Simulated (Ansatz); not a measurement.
Cost and result by functional for the surface energy of the (100) surface of tetragonal WSi2 in its 1x1 cell (cut with top plane 2 Si + W, bottom plane 2 Si + W), outermost plane spacing 1.61 Å in the ideal cut, in Ansatz (plane waves, PAW). Single points on the PBE structure, on one kind of machine; costs are rough ratios of the slab run's core time (references not counted) to the cheapest single point. r2SCAN's cost holds its higher cutoff (500 against 420 eV). Differences are taken against r2SCAN for comparison alone: no measured value is at hand, so the table doesn't rank accuracy.

Model: 21-atom slab, Si14W7, 9.7 Å thick at the start (thin: gaps and levels are the slab's own), 12x5x1 mesh, Fermi-Dirac 0.1 eV, dipole correction, all atoms relaxed; symmetry of the start imposed; no spin, no spin-orbit, no U. These notes are the PBE run's.

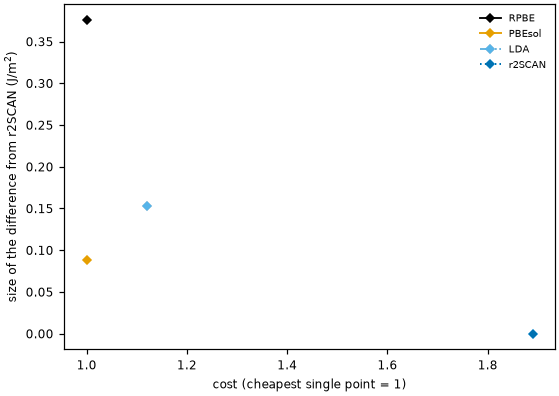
Figure. Difference from r2SCAN against cost

```
functional                     relative cost  surface energy (J/m²)  less r2SCAN (J/m²)
-----------------------------  -------------  ---------------------  ------------------
RPBE                                       1                   2.50               -0.38
PBEsol                                     1                   2.97                0.09
LDA                                        1                   3.03                0.15
r2SCAN                                     2                   2.88                0.00
PBE (the relaxed run's value)              –                   2.66               -0.22
```

The values span 0.53 J/m², while the single points' costs differ by a factor of roughly 2. Differences are of unrounded values.

Ansatz is a quantum-chemistry and plane-wave program.
